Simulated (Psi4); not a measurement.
Frequency calculation of CH₃AlCl (part 1 of 3)

The run: frequency calculation of CH₃AlCl, multiplicity 2, SMILES [CH3][Al][Cl]. Method and program: HF/aug-cc-pVDZ, UHF (Psi4 1.11).

The geometry comes from this level: PBE0-D4/def2-TZVP.

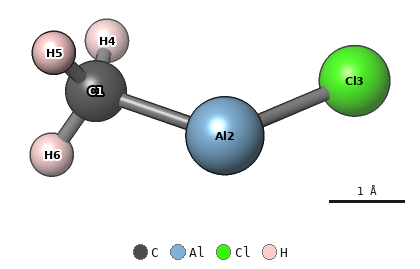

Figure 1. The structure as given in the input (ball-and-stick view, seen at a tilt; atoms are numbered from 1 in the order of the input). Sticks mark near contacts.

### Results in brief

```csv
quantity,value
outcome,converged
total energy,−741.091962 hartree
basis functions,104
⟨S²⟩,0.756
zero-point energy,0.038020 hartree
dipole moment,2.18 D
"wavenumbers, lowest and highest",39 and 3234 cm⁻¹
hardware,"1 thread of Intel Xeon (Sapphire Rapids), 64 GiB of memory available, shared host"
wall time,85 s
peak memory,0.42 GiB
```

### Remarks

Settings chosen away from the usual ones: df_basis_scf set to cc-pvdz-jkfit; basis_guess set to true; e_convergence set to 1e-10. The record of the run, not the program, notes: frequencies away from a stationary point.

### The input (ch3alcl.inp)
```
memory 1.6 GB

molecule {
  0 2
  C     -0.441400     0.449000    -0.287200
  Al     0.123100    -1.352900     0.254500
  Cl     2.028600    -1.546300     1.168800
  H      0.335300     1.177300    -0.041400
  H     -1.368200     0.727800     0.222100
  H     -0.635200     0.481000    -1.363100
  symmetry c1
}

set basis aug-cc-pVDZ
set reference uhf
set scf_type df
set t 500.0
set df_basis_scf cc-pvdz-jkfit
set basis_guess true
set e_convergence 1e-10
set rotational_symmetry_number 1

E, wfn = frequencies("scf", return_wfn=True)
```

Command:
```bash
psi4 -i ch3alcl.inp -o ch3alcl.out -n 1
```

### Log
```
Psi4 1.11 release

gradient() will perform analytic gradient computation.

  //>>>>>>>>>>>>>>>>>>>>>>>>>>>>>>>>>>>//
  //      Guess SCF, pcseg-0 Basis     //
  //<<<<<<<<<<<<<<<<<<<<<<<<<<<<<<<<<<<//

   => Loading Basis Set <=

    Name: PCSEG-0
    Role: ORBITAL
    Keyword: BASIS

         ---------------------------------------------------------
                           SCF Castup computation
         ---------------------------------------------------------
                                   SCF
                              UHF Reference
                        1 Threads,   1525 MiB Core
         ---------------------------------------------------------

  ==> Geometry <==

    Molecular point group: c1
    Full point group: C1

    Geometry (in Angstrom), charge = 0, multiplicity = 2:

       Center              X                  Y                   Z               Mass
    ------------   -----------------  -----------------  -----------------  -----------------
         C           -1.315479635518     1.524467467595    -0.847134771623    12.000000000000
         AL          -0.750979635518    -0.277432532405    -0.305434771623    26.981538530000
         CL           1.154520364482    -0.470832532405     0.608865228377    34.968852682000
         H           -0.538779635518     2.252767467595    -0.601334771623     1.007825032230
         H           -2.242279635518     1.803267467595    -0.337834771623     1.007825032230
         H           -1.509279635518     1.556467467595    -1.923034771623     1.007825032230

  Running in c1 symmetry.

  Rotational constants: A =      0.78523  B =      0.11452  C =      0.10184 [cm^-1]
  Rotational constants: A =  23540.57703  B =   3433.35290  C =   3053.09711 [MHz]
  Nuclear repulsion =  116.150337043944958

  Charge       = 0
  Multiplicity = 2
  Electrons    = 39
  Nalpha       = 20
  Nbeta        = 19

  ==> Algorithm <==

  SCF Algorithm Type is DF.
  DIIS enabled.
  MOM disabled.
  Fractional occupation disabled.
  Guess Type is SAD.
  Energy threshold   = 1.00e-10
  Density threshold  = 1.00e-08
  Integral threshold = 1.00e-12

  ==> Primary Basis <==

  Basis Set: PCSEG-0
    Blend: PCSEG-0
    Number of shells: 25
    Number of basis functions: 41
    Number of Cartesian functions: 41
    Spherical Harmonics?: true
    Max angular momentum: 1

   => Loading Basis Set <=

    Name: (PCSEG-0 AUX)
    Role: JKFIT
    Keyword: DF_BASIS_SCF

  ==> Integral Setup <==

  DFHelper Memory: AOs need 0.006 GiB; user supplied 1.118 GiB.
  SCF_SUBTYPE=INCORE selected. In-core MEM_DF algorithm will be used.
  Using in-core AOs.

  ==> MemDFJK: Density-Fitted J/K Matrices <==

    J tasked:                   Yes
    K tasked:                   Yes
    wK tasked:                   No
    Memory [MiB]:              1144
    Algorithm:                 Core
    Schwarz Cutoff:           1E-12
    Mask sparsity (%):       3.6883
    Fitting Condition:        1E-10

   => Auxiliary Basis Set <=

  Basis Set: (PCSEG-0 AUX)
    Blend: DEF2-UNIVERSAL-JKFIT
    Number of shells: 119
    Number of basis functions: 385
    Number of Cartesian functions: 459
    Spherical Harmonics?: true
    Max angular momentum: 4

  Minimum eigenvalue in the overlap matrix is 1.8523941744E-02.
  Reciprocal condition number of the overlap matrix is 3.9368106991E-03.
    Using symmetric orthogonalization.

  ==> Pre-Iterations <==

  SCF Guess: Superposition of Atomic Densities via on-the-fly atomic UHF (no occupation information).

   -------------------------
    Irrep   Nso     Nmo
   -------------------------
     A         41      41
   -------------------------
    Total      41      41
   -------------------------

  ==> Iterations <==

                           Total Energy        Delta E     RMS |[F,P]|

   @DF-UHF iter SAD:  -739.42933262575980   -7.39429e+02   0.00000e+00
   @DF-UHF iter   1:  -740.02335435090845   -5.94022e-01   8.59309e-03 ADIIS/DIIS
   @DF-UHF iter   2:  -740.08570812684729   -6.23538e-02   3.73044e-03 ADIIS/DIIS
   @DF-UHF iter   3:  -740.09765092978262   -1.19428e-02   4.97534e-04 ADIIS/DIIS
   @DF-UHF iter   4:  -740.09825306995958   -6.02140e-04   1.58052e-04 ADIIS/DIIS
   @DF-UHF iter   5:  -740.09830002099591   -4.69510e-05   6.37912e-05 DIIS
   @DF-UHF iter   6:  -740.09831693220076   -1.69112e-05   3.04826e-05 DIIS
   @DF-UHF iter   7:  -740.09832214483788   -5.21264e-06   1.18539e-05 DIIS
   @DF-UHF iter   8:  -740.09832296597062   -8.21133e-07   3.04883e-06 DIIS
   @DF-UHF iter   9:  -740.09832300453400   -3.85634e-08   9.24791e-07 DIIS
   @DF-UHF iter  10:  -740.09832300758796   -3.05397e-09   3.79257e-07 DIIS
   @DF-UHF iter  11:  -740.09832300820165   -6.13682e-10   1.03009e-07 DIIS
   @DF-UHF iter  12:  -740.09832300824644   -4.47926e-11   2.75574e-08 DIIS
   @DF-UHF iter  13:  -740.09832300824962   -3.18323e-12   5.71966e-09 DIIS
  Energy and wave function converged.

  ==> Post-Iterations <==

   @Spin Contamination Metric:   3.899304190E-03
   @S^2 Expected:                7.500000000E-01
   @S^2 Observed:                7.538993042E-01
   @S   Expected:                5.000000000E-01
   @S   Observed:                5.000000000E-01

    Orbital Energies [Eh]
    ---------------------

    Alpha Occupied:

       1A   -104.735133     2A    -58.484821     3A    -11.220690
       4A    -10.388937     5A     -8.010694     6A     -8.006494
       7A     -8.006166     8A     -4.881120     9A     -3.280051
      10A     -3.275274    11A     -3.274318    12A     -1.059292
      13A     -0.944283    14A     -0.568786    15A     -0.563687
      16A     -0.559859    17A     -0.474240    18A     -0.454473
      19A     -0.449658    20A     -0.311487

    Alpha Virtual:

      21A      0.035185    22A      0.146093    23A      0.151983
      24A      0.260232    25A      0.275303    26A      0.282000
      27A      0.288260    28A      0.738565    29A      0.744598
      30A      0.754059    31A      0.827730    32A      0.844175
      33A      0.925604    34A      1.011283    35A      1.072722
      36A      1.219573    37A      1.226906    38A      1.251119
      39A      1.291465    40A      1.332865    41A      1.434985

    Beta Occupied:

       1A   -104.734138     2A    -58.478944     3A    -11.215527
       4A    -10.387865     5A     -8.007942     6A     -8.006054
       7A     -8.004764     8A     -4.871637     9A     -3.272160
      10A     -3.270506    11A     -3.264355    12A     -1.051429
      13A     -0.931317    14A     -0.564058    15A     -0.560637
      16A     -0.529670    17A     -0.454787    18A     -0.454203
      19A     -0.429822

    Beta Virtual:

      20A      0.016951    21A      0.071876    22A      0.166160
      23A      0.186001    24A      0.278609    25A      0.287128
      26A      0.295832    27A      0.300997    28A      0.760483
      29A      0.761661    30A      0.784040    31A      0.833416
      32A      0.847161    33A      0.932064    34A      1.020670
      35A      1.078471    36A      1.224407    37A      1.233495
      38A      1.262443    39A      1.292646    40A      1.340948
      41A      1.442342

    Final Occupation by Irrep:
              A
    DOCC [    19 ]
    SOCC [     1 ]
    NA   [    20 ]
    NB   [    19 ]

  @DF-UHF Final Energy:  -740.09832300824962

   => Energetics <=

    Nuclear Repulsion Energy =            116.1503370439449583
    One-Electron Energy =               -1255.0580424408917679
    Two-Electron Energy =                 398.8093823886970881
    Total Energy =                       -740.0983230082497357

  UHF NO Occupations:
  HONO-2 :   18  A 1.9997907
  HONO-1 :   19  A 1.9985359
  HONO-0 :   20  A 1.0000000
  LUNO+0 :   21  A 0.0014641
  LUNO+1 :   22  A 0.0002093
  LUNO+2 :   23  A 0.0001894
  LUNO+3 :   24  A 0.0000348

Computation Completed

  //>>>>>>>>>>>>>>>>>>>>>>>>>>>>>>>>>>>//
  //                SCF                //
  //<<<<<<<<<<<<<<<<<<<<<<<<<<<<<<<<<<<//

   => Loading Basis Set <=

    Name: AUG-CC-PVDZ
    Role: ORBITAL
    Keyword: BASIS

         ---------------------------------------------------------
                                   SCF
                              UHF Reference
                        1 Threads,   1525 MiB Core
         ---------------------------------------------------------

  ==> Primary Basis <==

  Basis Set: AUG-CC-PVDZ
    Blend: AUG-CC-PVDZ
    Number of shells: 46
    Number of basis functions: 104
    Number of Cartesian functions: 110
    Spherical Harmonics?: true
    Max angular momentum: 2

   => Loading Basis Set <=

    Name: CC-PVDZ-JKFIT
    Role: JKFIT
    Keyword: DF_BASIS_SCF

  Computing basis projection from PCSEG-0 to AUG-CC-PVDZ

  ==> Integral Setup <==

  DFHelper Memory: AOs need 0.032 GiB; user supplied 1.118 GiB.
  SCF_SUBTYPE=INCORE selected. In-core MEM_DF algorithm will be used.
  Using in-core AOs.

  ==> MemDFJK: Density-Fitted J/K Matrices <==

    J tasked:                   Yes
    K tasked:                   Yes
    wK tasked:                   No
    Memory [MiB]:              1144
    Algorithm:                 Core
    Schwarz Cutoff:           1E-12
    Mask sparsity (%):       0.0000
    Fitting Condition:        1E-10

   => Auxiliary Basis Set <=

  Basis Set: CC-PVDZ-JKFIT
    Blend: CC-PVDZ-JKFIT
    Number of shells: 123
    Number of basis functions: 363
    Number of Cartesian functions: 416
    Spherical Harmonics?: true
    Max angular momentum: 3

  Minimum eigenvalue in the overlap matrix is 5.8567621203E-04.
  Reciprocal condition number of the overlap matrix is 6.3536877945E-05.
    Using symmetric orthogonalization.

  ==> Pre-Iterations <==

  SCF Guess: Orbitals guess was supplied from a previous computation.

   -------------------------
    Irrep   Nso     Nmo
   -------------------------
     A        104     104
   -------------------------
    Total     104     104
   -------------------------

  ==> Iterations <==

                           Total Energy        Delta E     RMS |[F,P]|

   @DF-UHF iter   0:  -741.02006873019809   -7.41020e+02   4.08481e-03
   @DF-UHF iter   1:  -741.08678900378777   -6.67203e-02   7.59932e-04 ADIIS/DIIS
   @DF-UHF iter   2:  -741.09138610277682   -4.59710e-03   2.48896e-04 ADIIS/DIIS
   @DF-UHF iter   3:  -741.09187967205241   -4.93569e-04   6.96246e-05 DIIS
   @DF-UHF iter   4:  -741.09195564407344   -7.59720e-05   1.90402e-05 DIIS
   @DF-UHF iter   5:  -741.09196076487785   -5.12080e-06   6.63566e-06 DIIS
   @DF-UHF iter   6:  -741.09196187135842   -1.10648e-06   2.10074e-06 DIIS
   @DF-UHF iter   7:  -741.09196199039445   -1.19036e-07   9.02241e-07 DIIS
   @DF-UHF iter   8:  -741.09196201162899   -2.12345e-08   2.80115e-07 DIIS
   @DF-UHF iter   9:  -741.09196201372004   -2.09104e-09   9.34369e-08 DIIS
   @DF-UHF iter  10:  -741.09196201401596   -2.95927e-10   4.15446e-08 DIIS
   @DF-UHF iter  11:  -741.09196201407690   -6.09361e-11   1.99146e-08 DIIS
   @DF-UHF iter  12:  -741.09196201409009   -1.31877e-11   8.78341e-09 DIIS
  Energy and wave function converged.

  ==> Post-Iterations <==

   @Spin Contamination Metric:   5.738693948E-03
   @S^2 Expected:                7.500000000E-01
   @S^2 Observed:                7.557386939E-01
   @S   Expected:                5.000000000E-01
   @S   Observed:                5.000000000E-01

    Final Occupation by Irrep:
              A
    DOCC [    19 ]
    SOCC [     1 ]
    NA   [    20 ]
    NB   [    19 ]

  @DF-UHF Final Energy:  -741.09196201409009

   => Energetics <=

    Nuclear Repulsion Energy =            116.1503370439449583
    One-Electron Energy =               -1256.6302637527744537
    Two-Electron Energy =                 399.3879646947393667
    Total Energy =                       -741.0919620140900861

  UHF NO Occupations:
  HONO-2 :   18  A 1.9997225
  HONO-1 :   19  A 1.9976427
  HONO-0 :   20  A 1.0000000
  LUNO+0 :   21  A 0.0023573
  LUNO+1 :   22  A 0.0002775
  LUNO+2 :   23  A 0.0001223
  LUNO+3 :   24  A 0.0000356

Computation Completed

Properties will be evaluated at   0.000000,   0.000000,   0.000000 [a0]

Properties computed using the SCF density matrix

 Multipole Moments:

 ------------------------------------------------------------------------------------
     Multipole            Electronic (a.u.)      Nuclear  (a.u.)        Total (a.u.)
 ------------------------------------------------------------------------------------

 L = 1.  Multiply by 2.5417464519 to convert [e a0] to [Debye]
 Dipole X            :          3.6408266           -4.3824748           -0.7416482
 Dipole Y            :         -5.7395288            5.9498617            0.2103329
 Dipole Z            :          2.5805128           -2.9573384           -0.3768256
 Magnitude           :                                                    0.8580673

 ------------------------------------------------------------------------------------

	total time  =          2 seconds =       0.03 minutes

         ------------------------------------------------------------
                                   SCF GRAD
         ------------------------------------------------------------

  ==> Geometry <==

    Molecular point group: c1
    Full point group: C1

    Geometry (in Angstrom), charge = 0, multiplicity = 2:

       Center              X                  Y                   Z               Mass
    ------------   -----------------  -----------------  -----------------  -----------------
         C           -1.315479635518     1.524467467595    -0.847134771623    12.000000000000
         AL          -0.750979635518    -0.277432532405    -0.305434771623    26.981538530000
         CL           1.154520364482    -0.470832532405     0.608865228377    34.968852682000
         H           -0.538779635518     2.252767467595    -0.601334771623     1.007825032230
         H           -2.242279635518     1.803267467595    -0.337834771623     1.007825032230
         H           -1.509279635518     1.556467467595    -1.923034771623     1.007825032230

  Nuclear repulsion =  116.150337043944958

  ==> Basis Set <==

  Basis Set: AUG-CC-PVDZ
    Blend: AUG-CC-PVDZ
    Number of shells: 46
    Number of basis functions: 104
    Number of Cartesian functions: 110
    Spherical Harmonics?: true
    Max angular momentum: 2

  ==> DFJKGrad: Density-Fitted SCF Gradients <==

    Gradient:                    1
    J tasked:                  Yes
    K tasked:                  Yes
    wK tasked:                  No
    Integrals threads:           1
    Memory [MiB]:             1144
    Schwarz Cutoff:          1E-12
    Fitting Condition:       1E-10
```
